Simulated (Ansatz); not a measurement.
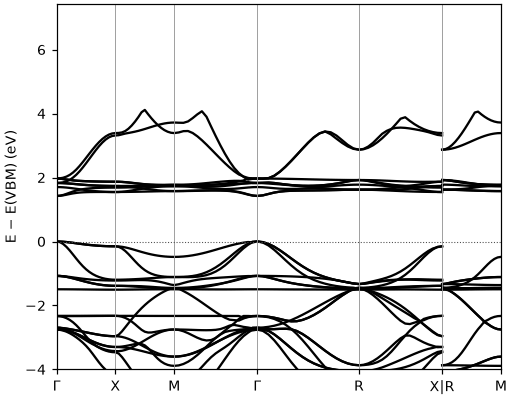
*Band structure from DFT-PBEsol in the program Ansatz with PAW potentials*

Read off the gap and where the band edges lie.

About 1.4 eV (1.42 eV by a search for the band edges); maximum at Γ, minimum at Γ.

The material is LaLuO$_{3}$ (cubic perovskite, Pm-3m).

A made-up cell: these elements were put on the sites of a structure type; neither database checked (COD, Materials Project) lists it. Its standing as an ambient phase is unchecked. The PBEsol relaxation kept the symmetry of its start. At this level the phase is dynamically unstable (imaginary phonons). Spin–orbit coupling is left out wherever it is not named.

Potentials: the later of the program's two PAW sets.
